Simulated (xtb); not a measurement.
C₂H₉NSn: energy and gradient calculation

The run: energy and gradient calculation of C₂H₉NSn (SnH2Me(NHMe)). Method and program: GFN1-xTB (xtb 6.7.1).

The geometry was optimised with GFN1-xTB.

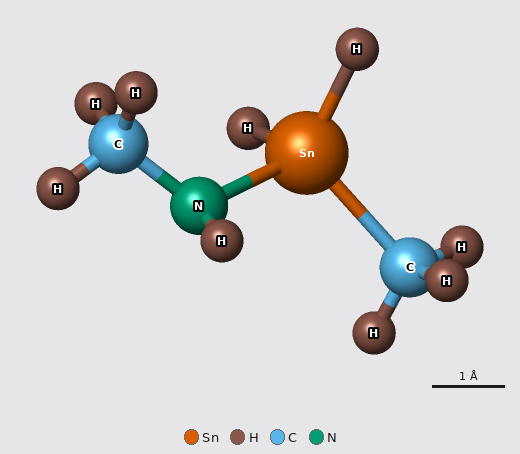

**Figure 1.** The structure as given in the input (ball-and-stick view, seen at a tilt). Sticks mark near contacts. Bond lengths as drawn: C–H 1.08 to 1.10 Å, C–N 1.45 Å, C–Sn 2.15 Å, H–N 1.01 Å, H–Sn 1.68 to 1.69 Å and N–Sn 2.04 Å.

Input (coord):
```
$coord
      1.190527458514      1.204983863368      0.639558909618  sn
      1.294915929639      0.963117816677      3.799275476299  h
      4.202958771041      1.117848591761     -0.438832200661  h
     -0.825999289074      4.503406327596     -0.612611415081  c
      0.090498984108      6.171675447677      0.143373521075  h
     -2.761041046168      4.450701865980      0.052836742445  h
     -0.830648015341      4.621400826817     -2.656161246251  h
     -0.983394577994     -1.830086368133     -0.341057770972  n
     -0.091292669081     -4.357519470775      0.256549218679  c
     -1.650959228779     -1.783240057503     -2.122483691396  h
      1.347072370678     -5.018129929421     -1.079600534999  h
      0.710952762607     -4.378211971839      2.154155501245  h
     -1.693572552890     -5.665965839465      0.205016387261  h
$end
```

Launched with:
```bash
xtb --grad -c 0 --uhf 0 --acc 100 --gfn1 -- coord | tee coord.out
```

The program's output:
```
* xtb version 6.7.1
   ID    Z sym.   atoms
    1   50 sn     1
    2    1 h      2, 3, 5-7, 10-13
    3    6 c      4, 9
    4    7 n      8

           -------------------------------------------------
          |                Calculation Setup                |
           -------------------------------------------------

          program call               : xtb --grad -c 0 --uhf 0 --acc 100 --gfn1 -- coord
          coordinate file            : coord
          omp threads                :                     1

########################################################################
[WARNING] Please study the warnings concerning your input carefully
-1- prog_main_parseArguments: The use of '--gfn1' is discouraged, please use '--gfn 1' next time
########################################################################

           -------------------------------------------------
          |                 G F N 1 - x T B                 |
           -------------------------------------------------

      * Hamiltonian:
        H0-scaling (s, p, d)           1.850000    2.250000    2.000000
        zeta-weighting                 0.000000
      * Dispersion:
        s8                             2.400000
        a1                             0.630000
        a2                             5.000000
        s9                             0.000000
      * Repulsion:
        kExp                           1.500000
        rExp                           1.000000
      * Coulomb:
        alpha                          2.000000
        third order                    atomic
        anisotropic                    false
      * Halogen bond correction:
        rad-scale                      1.300000
        damping                        0.440000

          ...................................................
          :                      SETUP                      :
          :.................................................:
          :  # basis functions                  40          :
          :  # atomic orbitals                  39          :
          :  # shells                           27          :
          :  # electrons                        26          :
          :  # halogen bonds                     0          :
          :  max. iterations                   250          :
          :  Hamiltonian                  GFN1-xTB          :
          :  restarted?                      false          :
          :  GBSA solvation                  false          :
          :  PC potential                    false          :
          :  electronic temp.          300.0000000     K    :
          :  accuracy                  100.0000000          :
          :  -> integral cutoff          0.2000000E+02      :
          :  -> integral neglect         0.1000000E-05      :
          :  -> SCF convergence          0.1000000E-03 Eh   :
          :  -> wf. convergence          0.2000000E-02 e    :
          :  Broyden damping             0.4000000          :
          :  net charge                          0          :
          :  unpaired electrons                  0          :
          ...................................................

 iter      E             dE          RMSdq      gap      omega  full diag
   1    -14.8431220 -0.148431E+02  0.614E+00    4.31       0.0  T
   2    -14.8742742 -0.311521E-01  0.388E+00    4.94       1.0  T
   3    -14.8735957  0.678508E-03  0.725E-01    4.49       1.0  T
   4    -14.8757187 -0.212309E-02  0.116E-01    4.79       1.0  T
   5    -14.8757798 -0.610467E-04  0.196E-02    4.76       1.4  T
   6    -14.8757811 -0.128176E-05  0.594E-03    4.76       4.7  T

   *** convergence criteria satisfied after 6 iterations ***

         #    Occupation            Energy/Eh            Energy/eV
      -------------------------------------------------------------
         1        2.0000           -0.9287611             -25.2729
       ...           ...                  ...                  ...
         7        2.0000           -0.5145139             -14.0006
         8        2.0000           -0.5139946             -13.9865
         9        2.0000           -0.4947276             -13.4622
        10        2.0000           -0.4722762             -12.8513
        11        2.0000           -0.4533058             -12.3351
        12        2.0000           -0.4375134             -11.9053
        13        2.0000           -0.3784605             -10.2984 (HOMO)
        14                         -0.2036603              -5.5419 (LUMO)
        15                         -0.1778319              -4.8391
        16                         -0.1345266              -3.6607
        17                         -0.1234308              -3.3587
        18                         -0.1132231              -3.0810
       ...                                ...                  ...
        39                          1.2815997              34.8741
      -------------------------------------------------------------
                  HL-Gap            0.1748002 Eh            4.7566 eV
             Fermi-level           -0.2910604 Eh           -7.9202 eV

 SCC (total)                   0 d,  0 h,  0 min,  0.044 sec
 SCC setup                      ...        0 min,  0.000 sec (  0.408%)
 Dispersion                     ...        0 min,  0.000 sec (  0.221%)
 classical contributions        ...        0 min,  0.000 sec (  0.085%)
 integral evaluation            ...        0 min,  0.009 sec ( 20.416%)
 iterations                     ...        0 min,  0.011 sec ( 23.939%)
 molecular gradient             ...        0 min,  0.024 sec ( 54.125%)
 printout                       ...        0 min,  0.000 sec (  0.737%)

         :::::::::::::::::::::::::::::::::::::::::::::::::::::
         ::                     SUMMARY                     ::
         :::::::::::::::::::::::::::::::::::::::::::::::::::::
         :: total energy             -14.733065481748 Eh    ::
         :: gradient norm              0.000054773894 Eh/a0 ::
         :: HOMO-LUMO gap              4.756555393899 eV    ::
         ::.................................................::
         :: SCC energy               -14.875781069920 Eh    ::
         :: -> electrostatic           0.019804848575 Eh    ::
         :: repulsion energy           0.146610800505 Eh    ::
         :: dispersion energy         -0.003895212332 Eh    ::
         :: halogen bond corr.         0.000000000000 Eh    ::
         :: add. restraining           0.000000000000 Eh    ::
         :: total charge              -0.000000000000 e     ::
         :::::::::::::::::::::::::::::::::::::::::::::::::::::

           -------------------------------------------------
          |                Property Printout                |
           -------------------------------------------------

    * Orbital Energies and Occupations

         #    Occupation            Energy/Eh            Energy/eV
      -------------------------------------------------------------
         1        2.0000           -0.9287611             -25.2729
         2        2.0000           -0.7149579             -19.4550
         3        2.0000           -0.6156482             -16.7526
         4        2.0000           -0.6097986             -16.5935
         5        2.0000           -0.5335893             -14.5197
         6        2.0000           -0.5187349             -14.1155
         7        2.0000           -0.5145139             -14.0006
         8        2.0000           -0.5139946             -13.9865
         9        2.0000           -0.4947276             -13.4622
        10        2.0000           -0.4722762             -12.8513
        11        2.0000           -0.4533058             -12.3351
        12        2.0000           -0.4375134             -11.9053
        13        2.0000           -0.3784605             -10.2984 (HOMO)
        14                         -0.2036603              -5.5419 (LUMO)
        15                         -0.1778319              -4.8391
        16                         -0.1345266              -3.6607
        17                         -0.1234308              -3.3587
        18                         -0.1132231              -3.0810
        19                         -0.0937300              -2.5505
        20                         -0.0828888              -2.2555
        21                         -0.0765949              -2.0843
        22                         -0.0640850              -1.7438
        23                         -0.0506901              -1.3793
        24                         -0.0344329              -0.9370
       ...                                ...                  ...
        39                          1.2815997              34.8741
      -------------------------------------------------------------
                  HL-Gap            0.1748002 Eh            4.7566 eV
             Fermi-level           -0.2910604 Eh           -7.9202 eV

  Mulliken/CM5 charges         n(s)   n(p)   n(d)
     1sn    0.18113  0.15094   1.889  1.787  0.143
     2h     0.00751  0.05943   0.992  0.000  0.000
     3h     0.00280  0.05194   0.997  0.000  0.000
     4c    -0.13397 -0.28510   1.020  3.114  0.000
     5h     0.03104  0.08354   0.969  0.000  0.000
     6h     0.03848  0.09125   0.962  0.000  0.000
     7h     0.03366  0.08622   0.966  0.000  0.000
     8n    -0.44523 -0.80797   1.490  3.955  0.000
     9c     0.06644 -0.02449   0.981  2.953  0.000
    10h     0.18566  0.38016   0.814  0.000  0.000
    11h     0.00471  0.06405   0.995  0.000  0.000
    12h     0.01473  0.07677   0.985  0.000  0.000
    13h     0.01304  0.07327   0.987  0.000  0.000

Wiberg/Mayer (AO) data.
largest (>0.10) Wiberg bond orders for each atom

 ---------------------------------------------------------------------------
     #   Z sym  total        # sym  WBO       # sym  WBO       # sym  WBO
 ---------------------------------------------------------------------------
     1  50 sn   2.899 --     8 n    0.850     2 h    0.710     3 h    0.685
                             4 c    0.665
     2   1 h    1.001 --     1 sn   0.710     4 c    0.110
     3   1 h    1.002 --     1 sn   0.685     4 c    0.118
     4   6 c    3.991 --     7 h    0.996     6 h    0.995     5 h    0.994
                             1 sn   0.665     3 h    0.118     2 h    0.110
                             8 n    0.102
     5   1 h    1.000 --     4 c    0.994
     6   1 h    0.999 --     4 c    0.995
     7   1 h    1.000 --     4 c    0.996
     8   7 n    3.112 --     9 c    0.997    10 h    0.960     1 sn   0.850
                             4 c    0.102
     9   6 c    3.980 --     8 n    0.997    12 h    0.996    11 h    0.991
                            13 h    0.984
    10   1 h    0.970 --     8 n    0.960
    11   1 h    1.008 --     9 c    0.991
    12   1 h    1.009 --     9 c    0.996
    13   1 h    1.013 --     9 c    0.984
 ---------------------------------------------------------------------------

Topologies differ in total number of bonds
Writing topology from bond orders to xtbtopo.mol

 dipole moment from electron density (au)
     X       Y       Z
   0.2518   0.2206  -0.4898  total (Debye):    1.508

           -------------------------------------------------
          | TOTAL ENERGY              -14.733065481748 Eh   |
          | GRADIENT NORM               0.000054773894 Eh/α |
          | HOMO-LUMO GAP               4.756555393899 eV   |
           -------------------------------------------------

------------------------------------------------------------------------
------------------------------------------------------------------------
 total:
 *  cpu-time:     0 d,  0 h,  0 min,  0.043 sec
 * ratio c/w:     0.602 speedup
 SCF:
 *  cpu-time:     0 d,  0 h,  0 min,  0.025 sec
 * ratio c/w:     0.543 speedup
```

Standard error:
```
normal termination of xtb
```

Results in brief:

- outcome: converged
- electrons treated: 26
- total energy: −14.733065 hartree
- dispersion energy: −0.003895 hartree
- basis functions: 40
- largest force: 0.001 eV/Å
- HOMO: −10.30 eV
- LUMO: −5.54 eV
- dipole moment: 1.51 D
- hardware: 1 thread of Intel Xeon @ 2.50GHz (Skylake/Cascade Lake), 189 GiB of memory available, shared host
- peak memory: 0.072 GiB

Remarks:

Settings chosen away from the usual ones: method = gfn1-xtb; task = gradient; x = {"accuracy": 100}; geo = {"prev": "A"}. These settings are looser than, or depart from, a standard set-up, so the numbers are not reference values for this system.
